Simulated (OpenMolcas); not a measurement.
**InCl: relativistic diatomic calculation (part 2 of 2)**

Continued. System: InCl. Method: SA-CASSCF(8,7)/XMS-CASPT2 + RASSI spin-orbit (X2C scalar, AMFI), ANO-RCC-VTZP (OpenMolcas).

## Output (extracts), continued
```
++ Dipole transition strengths (spin-free states):
     for osc. strength at least  1.00000000E-05
      From   To        Osc. strength     Einstein coefficients Ax, Ay, Az (sec-1)    Total A (sec-1)
         1   10       1.31102802E-01  1.29354822E+08  2.31755330E+06  0.00000000E+00  1.31672375E+08
         1   11       1.31102802E-01  2.31755326E+06  1.29354823E+08  0.00000000E+00  1.31672376E+08
         1    5       6.22612535E-02  0.00000000E+00  0.00000000E+00  9.75990137E+07  9.75990137E+07
         6   12       5.86766700E-03  1.63350270E+04  8.96155185E+05  0.00000000E+00  9.12490212E+05
         6   14       9.65451308E-04  2.42718612E+04  1.57582731E+05  0.00000000E+00  1.81854592E+05
         6   15       9.66326291E-04  1.58011585E+05  2.43379103E+04  0.00000000E+00  1.82349496E+05
         6   16       3.44751746E-04  7.15543259E+04  1.22376322E+03  0.00000000E+00  7.27780891E+04
         6    9       2.49869813E-05  0.00000000E+00  0.00000000E+00  1.42176749E+04  1.42176749E+04
         6    8       6.62605262E-02  0.00000000E+00  0.00000000E+00  3.77024583E+07  3.77024583E+07
         7   12       5.86766700E-03  8.96155192E+05  1.63350198E+04  0.00000000E+00  9.12490212E+05
         7   14       9.65451607E-04  1.57582788E+05  2.42718604E+04  0.00000000E+00  1.81854649E+05
         7   15       9.66326289E-04  2.43378876E+04  1.58011608E+05  0.00000000E+00  1.82349495E+05
         7   16       3.44751669E-04  1.22376088E+03  7.15543119E+04  0.00000000E+00  7.27780728E+04
         7    9       6.62605258E-02  0.00000000E+00  0.00000000E+00  3.77024581E+07  3.77024581E+07
         7    8       2.49869794E-05  0.00000000E+00  0.00000000E+00  1.42176738E+04  1.42176738E+04
        10    2       1.77104212E-04  6.32810006E+03  2.93420004E+02  0.00000000E+00  6.62152006E+03
        10    3       1.77206670E-04  2.93929392E+02  6.33909237E+03  0.00000000E+00  6.63302177E+03
        10    4       4.81630258E-04  3.50032525E+02  1.94089250E+04  0.00000000E+00  1.97589575E+04
        10    5       5.62735395E-05  3.44245973E+03  7.06245591E+01  0.00000000E+00  3.51308429E+03
        11    2       1.77104204E-04  2.93419392E+02  6.32810038E+03  0.00000000E+00  6.62151977E+03
        11    3       1.77206735E-04  6.33909469E+03  2.93929508E+02  0.00000000E+00  6.63302420E+03
        11    4       4.81630192E-04  1.94089228E+04  3.50032014E+02  0.00000000E+00  1.97589548E+04
        11    5       5.62735339E-05  7.06246196E+01  3.44245933E+03  0.00000000E+00  3.51308395E+03
        12   13       6.94015052E-04  0.00000000E+00  0.00000000E+00  1.26291829E+02  1.26291829E+02
        12    9       1.00432458E-03  1.27073554E+05  3.06775009E+03  0.00000000E+00  1.30141304E+05
        12    8       1.00432451E-03  3.06775006E+03  1.27073545E+05  0.00000000E+00  1.30141295E+05
        13    9       1.24502823E-05  1.45884617E+03  3.58227392E+01  0.00000000E+00  1.49466891E+03
        13    8       1.24502872E-05  3.58227503E+01  1.45884675E+03  0.00000000E+00  1.49466950E+03
        16    9       1.91946999E-05  4.60302399E+01  1.62284568E+03  0.00000000E+00  1.66887592E+03
        16    8       1.91946971E-05  1.62284546E+03  4.60302230E+01  0.00000000E+00  1.66887568E+03
 Electric-quadrupole - electric-quadrupole not included
 Electric-dipole - electric-octupole not included
 Electric-dipole - magnetic-quadrupole not included
   Eigenvalues of complex Hamiltonian:
  (Shifted by EMIN (a.u.) =      -6339.8950150665)
 SO State       Relative EMIN(au)   Rel lowest level(eV)    D:o, cm**(-1)      Omega
     1            -0.0001127942        0.0000000000              0.0000         0.0
     2             0.1303322233        3.5495897529          28629.3721         0.0
     3             0.1306002543        3.5568832503          28688.1981         0.0
     4             0.1335284776        3.6365642638          29330.8689         1.0
     5             0.1335284776        3.6365642633          29330.8688         1.0
     6             0.1371655765        3.7355347669          30129.1198         2.0
     7             0.1371655790        3.7355348363          30129.1204         2.0
     8             0.1767844976        4.8136205329          38824.4679         1.0
     9             0.1767844976        4.8136205330          38824.4679         1.0
    10             0.2030013230        5.5270166927          44578.3960         1.0
    11             0.2030013229        5.5270166924          44578.3960         1.0
    12             0.2034362034        5.5388503936          44673.8412         0.0
    13             0.2048173188        5.5764324568          44976.9610         1.0
    14             0.2048173188        5.5764324565          44976.9610         1.0
    15             0.2054880953        5.5946852149          45124.1794         0.0
    16             0.2063432257        5.6179545000          45311.8589         2.0
    17             0.2063712297        5.6187165277          45318.0050         2.0
    18             0.2086686107        5.6812314496          45822.2219         1.0
    19             0.2086686107        5.6812314499          45822.2219         1.0
    20             0.2122280411        5.7780884835          46603.4265         3.0
    21             0.2122280411        5.7780884835          46603.4265         3.0
    22             0.2129469776        5.7976517430          46761.2149         0.0
    23             0.2144432044        5.8383661468          47089.5987         0.0
    24             0.2149785070        5.8529324750          47207.0840         2.0
    25             0.2150015796        5.8535603117          47212.1479         2.0
    26             0.2165863274        5.8966834967          47559.9598         1.0
    27             0.2165863274        5.8966834967          47559.9598         1.0
    28             0.2213435527        6.0261341921          48604.0501         0.0
    29             0.2639693372        7.1860408767          57959.3284         0.0
    30             0.2640050601        7.1870129472          57967.1687         0.0
    31             0.2669788480        7.2679338374          58619.8397         1.0
    32             0.2669788480        7.2679338375          58619.8397         1.0
    33             0.2699463007        7.3486823389          59271.1203         2.0
    34             0.2699463277        7.3486830734          59271.1262         2.0
 Weights of the five most important spin-orbit-free states for each spin-orbit state.
 SO State  Total energy (au)           Spin-free states, spin, and weights
    1        -0.000113       1 0.0  0.9992    6 1.0  0.0004    7 1.0  0.0004    9 1.0  0.0000    8 1.0  0.0000
    2         0.130332       6 1.0  0.4987    7 1.0  0.4987   12 1.0  0.0017   13 1.0  0.0008    4 0.0  0.0001
    3         0.130600       7 1.0  0.4996    6 1.0  0.4996    1 0.0  0.0007    5 0.0  0.0001   16 1.0  0.0001
    4         0.133528       7 1.0  0.9844    6 1.0  0.0090   11 0.0  0.0049   12 1.0  0.0011   13 1.0  0.0005
    5         0.133528       6 1.0  0.9844    7 1.0  0.0090   10 0.0  0.0049   12 1.0  0.0011   13 1.0  0.0005
    6         0.137166       7 1.0  0.4999    6 1.0  0.4999    3 0.0  0.0001   14 1.0  0.0001    2 0.0  0.0000
    7         0.137166       6 1.0  0.4999    7 1.0  0.4999    2 0.0  0.0001   15 1.0  0.0001    3 0.0  0.0000
    8         0.176784      11 0.0  0.9869   12 1.0  0.0065    7 1.0  0.0054   13 1.0  0.0003   16 1.0  0.0003
    9         0.176784      10 0.0  0.9869   12 1.0  0.0065    6 1.0  0.0054   13 1.0  0.0003   16 1.0  0.0003
   10         0.203001      12 1.0  0.7603   13 1.0  0.1599   16 1.0  0.0759   10 0.0  0.0022   11 0.0  0.0014
   11         0.203001      12 1.0  0.7603   13 1.0  0.1599   16 1.0  0.0759   11 0.0  0.0022   10 0.0  0.0014
   12         0.203436      12 1.0  0.9768    4 0.0  0.0114   13 1.0  0.0104    6 1.0  0.0007    7 1.0  0.0007
   13         0.204817      13 1.0  0.7289   12 1.0  0.2121   16 1.0  0.0545   10 0.0  0.0034    6 1.0  0.0008
   14         0.204817      13 1.0  0.7289   12 1.0  0.2121   16 1.0  0.0545   11 0.0  0.0034    7 1.0  0.0008
   15         0.205488      13 1.0  0.9392    4 0.0  0.0441   12 1.0  0.0147    6 1.0  0.0006    7 1.0  0.0006
   16         0.206343      14 1.0  0.5293    3 0.0  0.4473    2 0.0  0.0219   15 1.0  0.0015    9 1.0  0.0000
   17         0.206371      15 1.0  0.5243    2 0.0  0.4523    3 0.0  0.0219   14 1.0  0.0015    8 1.0  0.0000
   18         0.208669      14 1.0  0.5091   15 1.0  0.4897   11 0.0  0.0004    9 1.0  0.0003   10 0.0  0.0002
   19         0.208669      14 1.0  0.5091   15 1.0  0.4897   10 0.0  0.0004    8 1.0  0.0003   11 0.0  0.0002
   20         0.212228      15 1.0  0.5097   14 1.0  0.4903    9 1.0  0.0000    8 1.0  0.0000   11 0.0  0.0000
   21         0.212228      15 1.0  0.5097   14 1.0  0.4903    9 1.0  0.0000    8 1.0  0.0000   11 0.0  0.0000
   22         0.212947       4 0.0  0.9439   13 1.0  0.0491   12 1.0  0.0067    8 1.0  0.0002    9 1.0  0.0002
   23         0.214443      16 1.0  0.9333    5 0.0  0.0666    9 1.0  0.0000    8 1.0  0.0000    4 0.0  0.0000
   24         0.214979       3 0.0  0.5016   14 1.0  0.4662    2 0.0  0.0290   15 1.0  0.0025    9 1.0  0.0003
   25         0.215002       2 0.0  0.4966   15 1.0  0.4712    3 0.0  0.0290   14 1.0  0.0025    8 1.0  0.0003
   26         0.216586      16 1.0  0.8692   13 1.0  0.1102   12 1.0  0.0199   11 0.0  0.0002   10 0.0  0.0002
   27         0.216586      16 1.0  0.8692   13 1.0  0.1102   12 1.0  0.0199   10 0.0  0.0002   11 0.0  0.0002
   28         0.221344       5 0.0  0.9332   16 1.0  0.0665    8 1.0  0.0001    9 1.0  0.0001    6 1.0  0.0001
   29         0.263969       9 1.0  0.4998    8 1.0  0.4998   16 1.0  0.0002    5 0.0  0.0001    1 0.0  0.0001
   30         0.264005       9 1.0  0.4994    8 1.0  0.4994    4 0.0  0.0006   13 1.0  0.0005   12 1.0  0.0002
   31         0.266979       9 1.0  0.9991   13 1.0  0.0002   15 1.0  0.0002   14 1.0  0.0002   16 1.0  0.0001
   32         0.266979       8 1.0  0.9991   13 1.0  0.0002   15 1.0  0.0002   14 1.0  0.0002   16 1.0  0.0001
   33         0.269946       8 1.0  0.4997    9 1.0  0.4997   14 1.0  0.0004    3 0.0  0.0002    2 0.0  0.0000
   34         0.269946       8 1.0  0.4997    9 1.0  0.4997   15 1.0  0.0004    2 0.0  0.0002    3 0.0  0.0000
++ Dipole transition strengths (SO states):
        for osc. strength at least   1.00000000E-05
      From   To        Osc. strength     Einstein coefficients Ax, Ay, Az (sec-1)    Total A (sec-1)
         1    4       4.93985324E-04  4.47890431E+02  2.83021473E+05  0.00000000E+00  2.83469364E+05
         1    5       4.93985361E-04  2.83021494E+05  4.47890483E+02  0.00000000E+00  2.83469385E+05
         1    8       1.29489749E-01  2.29197975E+06  1.27901322E+08  0.00000000E+00  1.30193302E+08
         1    9       1.29489749E-01  1.27901322E+08  2.29197979E+06  0.00000000E+00  1.30193301E+08
         1   10       4.53103261E-04  4.34597926E+05  1.66006170E+05  0.00000000E+00  6.00604095E+05
         1   11       4.53103226E-04  1.66006156E+05  4.34597893E+05  0.00000000E+00  6.00604049E+05
         1   13       4.77936991E-04  6.43875067E+05  1.02598743E+03  0.00000000E+00  6.44901054E+05
         1   14       4.77936947E-04  1.02598741E+03  6.43875007E+05  0.00000000E+00  6.44900994E+05
         1   18       6.58731730E-05  4.15473511E+04  5.07104497E+04  0.00000000E+00  9.22578008E+04
         1   19       6.58732010E-05  5.07104720E+04  4.15473679E+04  0.00000000E+00  9.22578399E+04
         1   23       4.25638793E-03  0.00000000E+00  0.00000000E+00  6.29554609E+06  6.29554609E+06
         1   26       7.37007124E-05  5.55989584E+04  5.55990146E+04  0.00000000E+00  1.11197973E+05
         1   27       7.37007124E-05  5.55990139E+04  5.55989591E+04  0.00000000E+00  1.11197973E+05
         1   28       5.78720679E-02  0.00000000E+00  0.00000000E+00  9.11918755E+07  9.11918755E+07
         1   29       3.74658512E-04  0.00000000E+00  0.00000000E+00  8.39507383E+05  8.39507383E+05
         1   31       1.68535174E-05  9.75244384E+02  3.76545176E+04  0.00000000E+00  3.86297620E+04
         1   32       1.68535189E-05  3.76545211E+04  9.75244362E+02  0.00000000E+00  3.86297655E+04
         2    8       1.05496760E-05  7.18845386E+02  1.25697944E+01  0.00000000E+00  7.31415181E+02
         2    9       1.05496766E-05  1.25697937E+01  7.18845426E+02  0.00000000E+00  7.31415220E+02
         2   10       2.646393
```

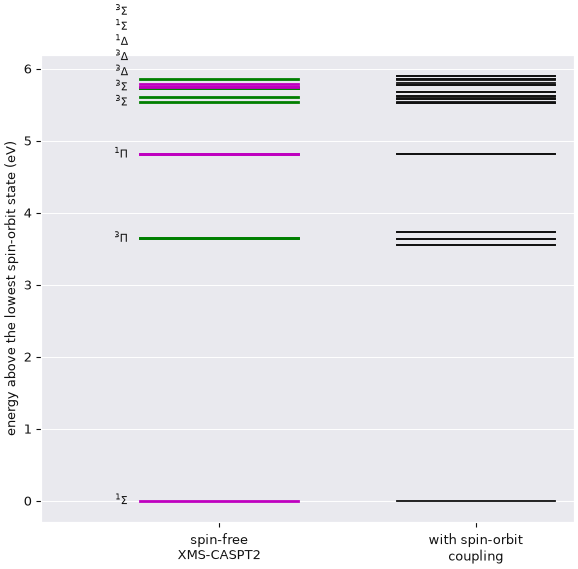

Fig. 1: States up to 6 eV at 2.446 Å, without spin-orbit coupling (left, a colour for each spin multiplicity) and with it (right, where close levels merge). The spin-free states run ¹Σ (0.00 eV), ³Π (3.64 eV), ¹Π (4.81 eV), ³Σ (5.54 eV), ³Σ (5.60 eV), ³Δ (5.73 eV) from the lowest. The lowest spin-orbit levels have |Ω| = 0 (0 cm⁻¹), 0 (28,629 cm⁻¹), 0 (28,688 cm⁻¹), 1 (29,331 cm⁻¹), 2 (30,129 cm⁻¹).

Outcome of the run: converged.
